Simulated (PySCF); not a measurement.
**C$_{4}$H$_{9}$ClSi: one change and its effect**

System: C$_{4}$H$_{9}$ClSi, SMILES Cl[SiH]1CCCC1.
Method of the first run: GIAO LDA/pcSseg-1 NMR shielding, non-relativistic, gas phase (PySCF 2.14.0).

The geometry comes from this level: PBE0-D3(BJ)/def2-SVP. Text and figures count atoms from 1; the logs count them from 0 in places.

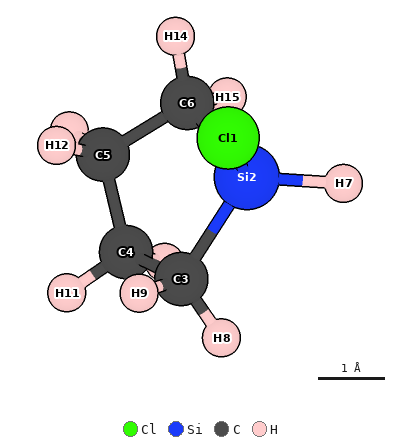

Fig. 1: The input geometry (ball-and-stick view, seen at a tilt; atoms are numbered from 1 in the order of the input). Bond lengths as drawn: Cl–Si 2.08 Å, C–C 1.53 to 1.54 Å, C–H 1.10 Å, C–Si 1.88 to 1.89 Å and H–Si 1.49 Å.

## Input, the first run
```
{"job": {"kind": "nmr", "xc": "LDA", "basis": "pcSseg-1", "pop": false}, "charge": 0, "multiplicity": 1}
Cl     2.054234     5.055669     1.327410
Si     1.724783     3.297345     0.262400
C      2.527808     1.824417     1.130746
C      1.359187     0.838796     1.312833
C      0.066562     1.630591     1.542914
C     -0.052436     2.699346     0.445244
H      2.170940     3.562090    -1.135159
H      3.379968     1.389622     0.587456
H      2.908191     2.168462     2.107007
H      1.245309     0.230161     0.398369
H      1.547430     0.130374     2.135526
H      0.117617     2.125589     2.528978
H     -0.812093     0.966156     1.571238
H     -0.777488     3.492399     0.678620
H     -0.364574     2.239546    -0.509486
```

The first line tells a small driver script what to run in PySCF; the rest is the geometry in Å.

Hardware: 1 CPU thread, shared host.

## Output (the first run)
```
coarse grid: 13176 points
cycle   1  E = -903.2823873039  dE =  3.550e-01  |g| = 6.664e-01  |ddm| = 3.481e+00
cycle   2  E = -903.0359192101  dE =  2.465e-01  |g| = 1.161e+00  |ddm| = 1.730e+00
cycle   3  E = -903.3979269240  dE = -3.620e-01  |g| = 1.129e-01  |ddm| = 1.248e+00
cycle   4  E = -903.4010698260  dE = -3.143e-03  |g| = 4.448e-02  |ddm| = 2.061e-01
cycle   5  E = -903.4014797313  dE = -4.099e-04  |g| = 1.011e-02  |ddm| = 6.338e-02
cycle   6  E = -903.4015088366  dE = -2.911e-05  |g| = 2.967e-03  |ddm| = 1.835e-02
cycle   7  E = -903.4015111984  dE = -2.362e-06  |g| = 7.528e-04  |ddm| = 4.234e-03
final grid: 116856 points
cycle   8  E = -903.4391134895  dE = -3.649e-05  |g| = 3.243e-03  |ddm| = 2.304e-02
cycle   9  E = -903.4391072948  dE =  6.195e-06  |g| = 5.857e-03  |ddm| = 8.358e-03
cycle  10  E = -903.4391162723  dE = -8.977e-06  |g| = 3.977e-04  |ddm| = 5.753e-03
cycle  11  E = -903.4391163117  dE = -3.946e-08  |g| = 1.463e-04  |ddm| = 8.047e-04
cycle  12  E = -903.4391163163  dE = -4.564e-09  |g| = 3.318e-05  |ddm| = 2.053e-04
cycle  13  E = -903.4391163166  dE = -2.519e-10  |g| = 9.819e-06  |ddm| = 4.733e-05
converged SCF energy = -903.4391163166

GIAO shielding tensors (ppm)
atom      isotropic    diamagn.    paramagn.     s11        s22        s33       span
  0 Cl     915.333    1144.755    -229.422    859.700    910.060    976.238    116.539
  1 Si     273.689     876.820    -603.131    211.701    303.533    305.833     94.132
  2 C      159.913     250.672     -90.759    142.999    158.297    178.443     35.444
  3 C      149.799     249.736     -99.937    126.612    153.265    169.519     42.907
  4 C      150.868     249.728     -98.860    130.199    154.375    168.031     37.832
  5 C      159.409     250.984     -91.575    151.314    160.876    166.036     14.722
  6 H       24.990      25.878      -0.889     20.952     23.357     30.660      9.708
  7 H       29.390      28.102       1.288     24.753     27.274     36.143     11.390
  8 H       30.038      27.336       2.702     25.392     28.452     36.270     10.878
  9 H       29.757      33.260      -3.504     24.641     27.828     36.802     12.161
 10 H       28.684      31.290      -2.605     23.243     26.638     36.172     12.930
 11 H       29.350      30.713      -1.362     25.381     27.310     35.360      9.979
 12 H       28.810      32.153      -3.343     23.286     26.706     36.439     13.152
 13 H       29.658      27.987       1.671     25.784     27.077     36.113     10.329
 14 H       30.201      31.008      -0.807     25.380     27.598     37.626     12.246
```

The second run used a changed input.

## The two runs side by side

```csv
quantity,the first run,the second run
outcome,converged,converged
total energy (hartree),−903.439116,−905.136096
HOMO (eV),−6.93,−11.11
LUMO (eV),−0.58,3.87
dipole moment (D),2.29,2.42
shielding of Cl1 (ppm),915.3,1002.5
shielding of Si2 (ppm),273.7,366.6
shielding of C3 (ppm),159.9,178.2
shielding of C4 (ppm),149.8,165.8
shielding of C5 (ppm),150.9,166.7
shielding of C6 (ppm),159.4,177.7
shielding of H7 (ppm),25.0,26.9
SCF iterations,13,9
basis functions,161,161
wall time (shared host),20 s,8.3 s
```

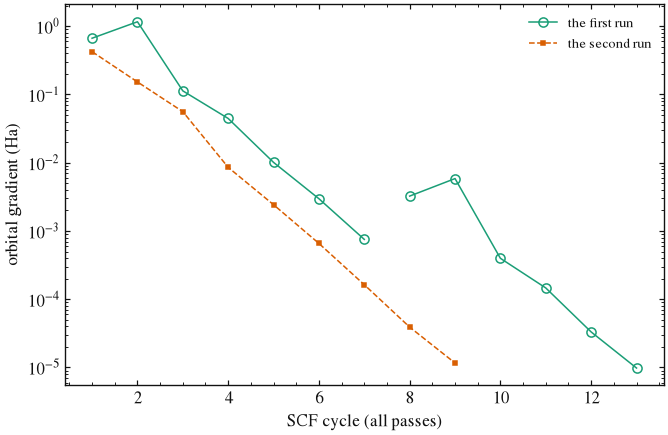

Fig. 2: Convergence of the two runs: orbital gradient against the SCF cycle. A break in a curve parts two SCF passes (coarse and final grid). The first run takes 13 cycles in all, and the second run takes 9.

Which change of the input explains these differences?

The change (lines with − go, lines with + come):
```diff
-"xc": "LDA"
+"xc": "HF"
```

The total energies belong to different methods, so their difference says nothing on which is more stable or more accurate. The HOMO goes from −6.93 to −11.11 eV. The LUMO goes from −0.58 to 3.87 eV. The dipole moment goes from 2.29 to 2.42 D. Of all shieldings, the largest change is that of Si2, by +92.9 ppm. The method changes from LDA to HF. Exact exchange removes part of the self-interaction error of semilocal functionals, which pushes filled and empty levels apart. The SCF takes 9 iterations against 13.

## Output (the second run)
```
final grid: 116856 points
cycle   1  E = -905.0654168276  dE =  1.023e+00  |g| = 4.236e-01  |ddm| = 3.256e+00
cycle   2  E = -905.1284571153  dE = -6.304e-02  |g| = 1.525e-01  |ddm| = 6.406e-01
cycle   3  E = -905.1350502934  dE = -6.593e-03  |g| = 5.602e-02  |ddm| = 2.157e-01
cycle   4  E = -905.1360688762  dE = -1.019e-03  |g| = 8.548e-03  |ddm| = 7.832e-02
cycle   5  E = -905.1360934052  dE = -2.453e-05  |g| = 2.425e-03  |ddm| = 1.142e-02
cycle   6  E = -905.1360960601  dE = -2.655e-06  |g| = 6.571e-04  |ddm| = 4.340e-03
cycle   7  E = -905.1360963266  dE = -2.665e-07  |g| = 1.631e-04  |ddm| = 1.532e-03
cycle   8  E = -905.1360963471  dE = -2.052e-08  |g| = 3.906e-05  |ddm| = 4.925e-04
cycle   9  E = -905.1360963480  dE = -8.549e-10  |g| = 1.163e-05  |ddm| = 9.128e-05
converged SCF energy = -905.1360963480

GIAO shielding tensors (ppm)
atom      isotropic    diamagn.    paramagn.     s11        s22        s33       span
  0 Cl    1002.527    1144.765    -142.238    962.916    996.051   1048.613     85.697
  1 Si     366.634     871.773    -505.139    327.829    377.658    394.415     66.587
  2 C      178.173     251.548     -73.374    167.582    174.934    192.004     24.423
  3 C      165.848     247.705     -81.857    149.323    167.748    180.472     31.149
  4 C      166.745     247.322     -80.576    151.260    168.877    180.100     28.840
  5 C      177.723     251.623     -73.900    170.880    178.325    183.963     13.083
  6 H       26.903      26.381       0.522     22.688     25.013     33.008     10.321
  7 H       30.740      29.095       1.645     25.622     27.995     38.605     12.983
  8 H       31.185      28.238       2.947     26.339     29.192     38.023     11.684
  9 H       30.886      33.909      -3.023     25.817     28.512     38.330     12.514
 10 H       29.814      32.557      -2.744     24.177     27.313     37.950     13.773
 11 H       30.528      32.283      -1.755     26.593     28.037     36.956     10.363
 12 H       29.905      32.527      -2.622     24.142     27.326     38.246     14.104
 13 H       30.872      29.004       1.868     26.503     27.820     38.292     11.789
 14 H       31.421      32.167      -0.746     26.500     28.336     39.426     12.926
```
